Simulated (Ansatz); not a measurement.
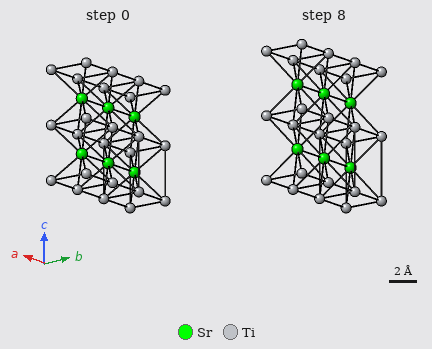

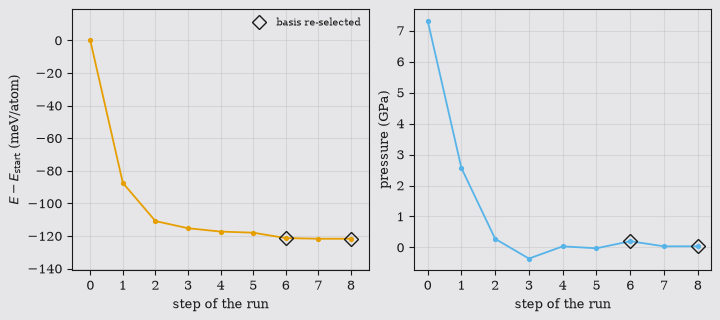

First and last geometry of a relaxation of solid SrTi (built on the CuAu (L1_0)_123 type) (coarse preliminary run), with the history of the run. A ball-and-stick model of the cell of the calculation, repeated 3 × 1 × 2 with one cell outlined, seen from a free direction.

Case: CuAu (L1_0) type (P4/mmm, No. 123).

Computed with DFT PBE, scalar-relativistic, plane waves, PAW in Ansatz 0.2.0. Set-up: plane-wave cutoff 420 eV; k-point mesh 6 × 6 × 4; occupations gaussian; smearing width 0.1 eV; no spin polarisation; cell and atoms relaxed; force threshold 0.04 eV/Å; at most 70 steps.

**Did the run converge, and what did it change?**

It converged. The atoms keep their places relative to the cell (all moves are under 0.005 Å). The volume changes by +18.7 %, with a = b 3.351 → 3.381 Å (+0.9 %), c 4.392 → 5.118 Å (+16.5 %). Near-neighbour distances that change, for instance: Sr–Ti 3.231 → 3.502 Å, Ti–Ti 3.351 → 3.381 Å, Sr–Sr 3.351 → 3.381 Å. The space group stays P4/mmm (No. 123). Over 6 accepted moves (8 points after the start) the energy falls by 122 meV per atom. All forces vanish by symmetry, so only the cell relaxes. The pressure goes from 7.32 to 0.04 GPa. The SCF was repeated twice at an unchanged geometry on a basis and grid sized afresh for the cell, which shifted the energy by 3.3 meV per atom at most.

```json
{"step": "0", "E − E(0), meV/atom": "0.00", "pressure, GPa": "7.32", "volume, Å³/atom": "24.657", "note": ""}
{"step": "1", "E − E(0), meV/atom": "-87.41", "pressure, GPa": "2.56", "volume, Å³/atom": "27.403", "note": ""}
{"step": "2", "E − E(0), meV/atom": "-110.82", "pressure, GPa": "0.28", "volume, Å³/atom": "29.154", "note": ""}
{"step": "3", "E − E(0), meV/atom": "-115.20", "pressure, GPa": "-0.36", "volume, Å³/atom": "29.632", "note": ""}
{"step": "4", "E − E(0), meV/atom": "-117.26", "pressure, GPa": "0.04", "volume, Å³/atom": "29.196", "note": ""}
{"step": "5", "E − E(0), meV/atom": "-117.94", "pressure, GPa": "-0.03", "volume, Å³/atom": "29.133", "note": ""}
{"step": "6", "E − E(0), meV/atom": "-121.24", "pressure, GPa": "0.20", "volume, Å³/atom": "29.133", "note": "same geometry, new basis"}
{"step": "7", "E − E(0), meV/atom": "-121.66", "pressure, GPa": "0.04", "volume, Å³/atom": "29.257", "note": ""}
{"step": "8", "E − E(0), meV/atom": "-121.66", "pressure, GPa": "0.04", "volume, Å³/atom": "29.257", "note": "same geometry, new basis"}
```
